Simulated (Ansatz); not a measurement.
# What TiZnSe3 (model cell, started as cubic perovskite with Ti in the octahedra) distorts into, part 3 of 3

Wanted: the energy along a soft mode of TiZnSe3 (model cell, started as cubic perovskite with Ti in the octahedra) and the structure at the end.

Ansatz 0.2.0; DFT PBE, scalar-relativistic, plane waves, PAW; PAW set soft_1.

So far. Step 5 (Energy along the mode, all amplitudes (two of the runs …): The lowest of the steps tried is at 0.22 Å, 10.2 meV/atom below the parent; the bottom of the well need not coincide with a step. Step 7 (The new phase in its own primitive cell): The largest force component left is 0.48 meV/Å and the pressure is 0.000 GPa, within the tolerances set. The cell now holds 28.48 Å³/atom. The relaxed cell has a = 7.254, c = 9.374 Å (conventional setting).

The structure was built from a prototype and need not be the compound's stable phase.

## (8) Modes of the new phase, k-mesh 9×9×9

A relaxed structure may still be a saddle point, so its zone-centre modes are computed. No field response is asked, since the mesh shows no gap.

File input.yaml:

```yaml
crystal:
  lattice:
    - [3.6272338301, 2.0941844282, 3.1246735327]
    - [-3.6272338301, 2.0941844282, 3.1246735327]
    - [0.0, -4.1883688564, 3.1246735327]
  atoms:
    - { symbol: Zn, position: [0.8438283642, 0.8438283642, 0.8438283642] }
    - { symbol: Ti, position: [0.5062782499, 0.5062782499, 0.5062782499] }
    - { symbol: Se, position: [0.5473402815, 0.0440633262, 0.5473402815] }
    - { symbol: Se, position: [0.0440633262, 0.5473402815, 0.5473402815] }
    - { symbol: Se, position: [0.5473402815, 0.5473402815, 0.0440633262] }
kpoints:
  mp_grid: { grid: [9, 9, 9] }
hamiltonian:
  xc: pbe
  pseudopotentials: { kind: paw, azcp: { folder: soft_1 } }
scf:
  occupations: { method: methfessel_paxton, width: 0.2 }
output:
  eigenvalues: true
phonons:
  method: dfpt
```

Command:

```sh
> ansatz run input.yaml --threads 4 --pin off --max-ram 16384MiB --backend cpu --events-out ev --progress --plain --runs-dir out
```

Numbers of over 12 decimals in the logs are rounded to 6 here.

What it wrote:

```text
[...]
Crystal: 5 atoms, lattice volume = 142.412 Å³
Basis set: ecut = 420 eV, 2783 PW (Γ), exchange–correlation on 72×72×72 points (8 copies of the dense FFT grid, shifted against one another)
Bands: 44, of which v1, the nominal top of the filled ones, is band 36 counted from 1 (35 counted from 0)
Symmetry: 6 space group operations
k-points: 365 of 729 (irreducible under 1 space group operation, time reversal used)
[...]
SCF iter   1: F=—  HF=-22232.379447 eV  |F-HF|=—  |Δ(HF+E_count)|=         —  Δρ=1.63e-1  dr2=7.51e1  ethr=3.10e-3  ⟨swp⟩=6.2  Hψ=59648  notcnv=0
[...]
SCF iter  15: F=-22228.241710 eV  HF=-22228.241710 eV  |F-HF|=0.00e0  |Δ(HF+E_count)|=  3.64e-11  S|Δr|=    0.00e0  Δρ=5.72e-8  dr2=3.65e-12  ethr=1.00e-12  ⟨swp⟩=12.2  Hψ=90690  notcnv=0
SCF 1 converged in 15 iterations: F = -22228.241710 eV  dr2 = 3.65e-12
[...]
DFPT response loops at Γ: preconditioner auto → none (partly filled bands, converged f_vac=0.201); β = 0.50; Broyden in place of MSR1
SCF converged after 15 iterations
[...]
Free energy (F): -22228.241710 eV
[...]
Internal energy: -22228.248025 eV  (E = F + TS)
E sigma→0 (E₀):  -22228.243289 eV
Entropy (-TS):   0.006315 eV (1.263 meV/atom)
Fermi energy:    5.518983 eV
[...]
--- Band table (eV; the first three rows and the last of 365) ---
  k-point 0: bands = [... 32 lower, 3.7904, 4.4622, 4.4622, 4.8068, 5.5116, 5.9696, 5.9696, 6.6299, ... 4 higher]
  k-point 1: bands = [... 32 lower, 3.7199, 4.3349, 4.3517, 4.7758, 5.5531, 5.9222, 6.1014, 6.6533, ... 4 higher]
  k-point 2: bands = [... 32 lower, 3.4276, 4.0367, 4.1946, 4.7383, 5.7273, 5.9557, 6.3603, 6.8408, ... 4 higher]
  k-point 364: bands = [... 32 lower, 3.3438, 3.7865, 3.8580, 4.7445, 5.9317, 6.2164, 6.7513, 7.0991, ... 4 higher]
--- Phonons (Γ-DFPT): 6 representative perturbations + reference, on 365 of 729 k-points (Σ response iterations 23) ---
  k mesh reduced under 1 symmetry operation, with k and −k counted as one. Each operation leaves every solved perturbation unchanged. A smaller set is not used because it would not reduce the number of displacements times k-points to solve
  ASR residual: 6.863e-5 → 0.000e0 eV/Å²; symmetrization residual: 1.718e-5 eV/Å²
  ASR residual per site (eV/Å²): 1.33e-5 6.86e-5 1.77e-5 1.77e-5 1.77e-5
[...]
non-analytic LO–TO correction: not included (Born effective charges unavailable; polar crystals: no LO–TO splitting at Γ)
```

The job ended after 10 min (4 threads of Arm Neoverse V1, shared host; peak memory 6.8 GiB; 38 min of CPU time).

Numbers from this step:

```yaml
sum_rule_residual_before_enforcement: 6.86e-5 eV/Å²
point_group: 3m
highest_optical_mode_at_the_zone_centre_no_lo_to_term: 262.0 cm⁻¹
lowest_optical_zone_centre_mode: -47.43 cm⁻¹
```

Patterns of degenerate modes are one choice out of their space. Modes at Γ, with each element's share of the kinetic energy (negative means imaginary):

```
mode  frequency (cm⁻¹)  symmetry  Zn %  Ti %  Se %
   1             -47.4         E     9    30    61
   2             -47.4         E     9    30    61
   3             -41.1        A2     0     0   100
   4               0.0  acoustic    19    14    68
   5               0.0  acoustic    19    14    68
   6               0.0  acoustic    19    14    68
   7              51.0         E    16    24    60
   8              51.0         E    16    24    60
   9             102.8        A1    42    25    33
  10             169.2         E    15     9    76
  11             169.2         E    15     9    76
  12             186.5        A1    35    24    41
  13             190.7         E    41    23    35
  14             190.7         E    41    23    35
  15             262.0        A1     4    37    59
```

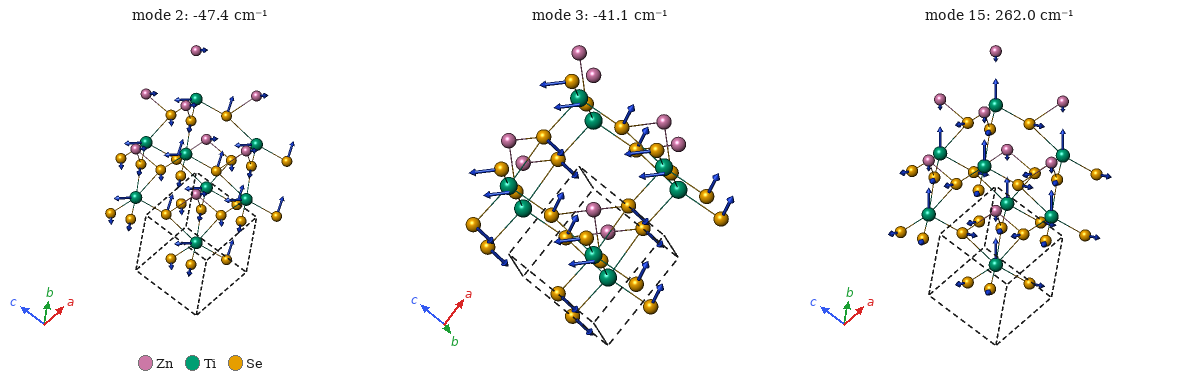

Displacement patterns of modes 2, 3 and 15 at Γ; arrows are exaggerated. Bonds to atoms that aren't drawn are left out. 2×2×2 cells are drawn.

Before it was imposed, the acoustic sum rule was missed by 6.9e-5 eV/Å². Small misses are needed for a sound result but don't prove that mesh and cutoff are converged. The lowest optical mode is imaginary, 47.4i cm⁻¹, so the energy falls along it.

## (9) Results

```
unstable mode of the parent                                                      : q = (0, 0, 0), 144i cm⁻¹
depth at the lowest point sampled                                                : 10.2 meV/atom
largest atomic shift at that point                                               : 0.22 Å
space group reached (within 0.01 Å)                                              : R3m
energy gained over the parent (first relaxation, on the mesh of the frozen mode) : 220 meV/atom
volume per atom, phase reached                                                   : 28.5 Å³
lowest optical zone-centre mode, phase reached                                   : -47.4 cm⁻¹
highest optical mode at the zone centre (no LO-TO term), phase reached           : 262 cm⁻¹
```

In words: From this start the structure relaxes into R3m, 220 meV/atom below the parent. At the parent's cell the well is 10.18 meV/atom deep on the steps tried, with its lowest point at a shift of 0.22 Å. Relaxing atoms and cell changes the gain by +210.01 meV/atom against the lowest step (energies at zero smearing). Most of the total comes from this relaxation. The frozen pattern makes up only 11 % of the final shifts of the atoms, so other modes or strain give most of the change. The new phase still has an imaginary mode at the zone centre of its cell, so it is a saddle point on the way to a lower structure. Of the 5 patterns followed to their end from this parent, this one ends 294 meV/atom above the lowest, R-3c. Each path keeps the symmetry of its pattern, so a lower phase may lie along a pattern not tried. With no gap, or one that is small against the smearing, the frequencies hang on the k mesh and the smearing, most of all near Kohn anomalies. A semilocal functional can close a gap that the real compound would have, so the metallic treatment may be an artefact of the level. The starting cell was built on a prototype and not taken from a measurement, so the phase need not exist.

[Logs are printed without paths, hosts, clocks, repeated set-up lines and the standing remarks that a program may print on its own settings, such as how far it seeks lower states.]

[Hosts, paths, dates, database ids (printed as entryN), source tags and the programs' standing remarks are cut or masked in the printed files.]
